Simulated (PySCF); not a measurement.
Vertical excitations of a molecule C2H8AlNO from TDDFT-LC-ωPBE/def2-SVPD run with PySCF, as energy in eV (oscillator strength): 6.79 (0.058), 7.44 (0.066), 7.64 (0.013), 7.71 (0.004), 7.90 (0.042), 8.13 (0.052), 8.17 (0.072), 8.36 (0.108), 8.65 (0.001), 8.87 (0.028). Lowest triplet (TDA): 6.30 eV. Coordinates come from a PBE0-D3(BJ)/def2-SVP optimisation. One conformer was computed; it need not be the lowest.

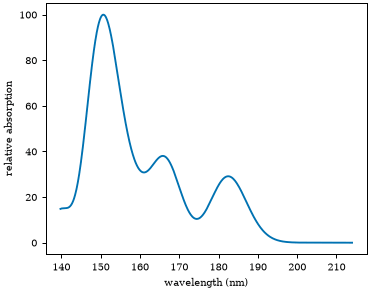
Figure: The lines broadened by 0.4 eV.

Which structure fits?
A) C[NH][Al]([CH3])[OH]
B) C[N](C)[AlH][OH]
C) CC[O][AlH][NH2]
D) C[NH][AlH][O]C

C, CC[O][AlH][NH2]
